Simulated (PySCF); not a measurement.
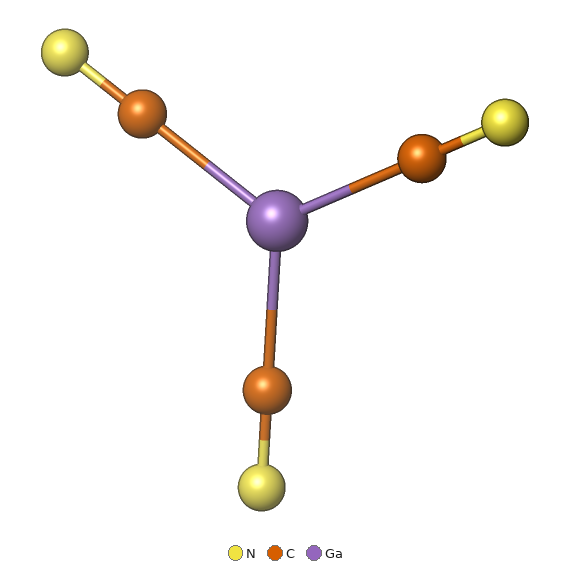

The geometry was computed by an optimisation with GFN2-xTB. No frequency run is at hand to confirm it as a minimum. Properties computed with PBE0/pcSseg-1, gas phase (PySCF 2.14.0).

Computed properties:

The species is C3GaN3 (`N#[C][Ga]([C]#N)[C]#N`).
- HOMO energy (Kohn–Sham orbital): −10.85 eV
- LUMO energy (Kohn–Sham orbital): −4.17 eV
- HOMO–LUMO gap: 6.68 eV

The geometry is semi-empirical. Around Ga such bond lengths and angles can be off by a tenth of an ångström or more and by several degrees, and values that hang on the shape move with them.
